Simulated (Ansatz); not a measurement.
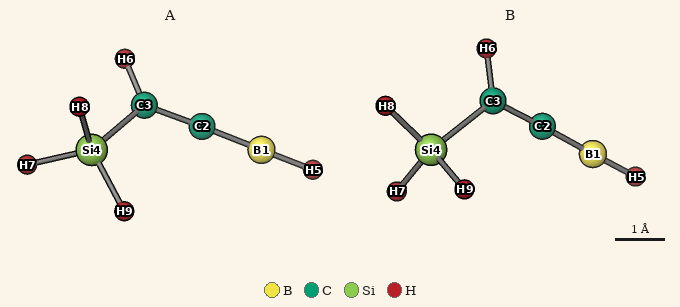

Two geometries of C$_{2}$H$_{5}$BSi, drawn at one scale. One is the start of a relaxation, the other its converged end. Style: ball-and-stick. Shown at a tilt.

All numbers below come from RKS PBE/def2-SVP (Ansatz 0.2.0). (no spin polarisation; force threshold 0.015 eV/Å; at most 40 steps)

**Which geometry has the lower energy?**

Structure A is the relaxed one. The run prepares an end point of a later path (torsion) calculation, from a guessed geometry. After 20 accepted moves (23 points after the start) the energy has fallen by 0.122 eV. The largest force component goes from 1 to 0.0092 eV/Å. The line search rejected the trial steps at points 8, 9, 16 of the run. The largest moves after the best rigid fit, 0.89 Å, are those of H7 and H8. Largest moves by element: H 0.89 Å, C 0.34 Å, B 0.30 Å, Si 0.02 Å. Near-neighbour distances that change, for instance: B1–H5 1.146 → 1.192 Å, Si4–H8 1.464 → 1.507 Å, Si4–H7 1.466 → 1.507 Å, Si4–H9 1.465 → 1.499 Å. Bond angles that change, for instance: H7–Si4–H8 110.2° → 107.5°. Groups turn about C3–Si4 by about 55°. The run took 55 s on 1 thread of Arm Neoverse V2 (shared host), peak memory 0.12 GiB.
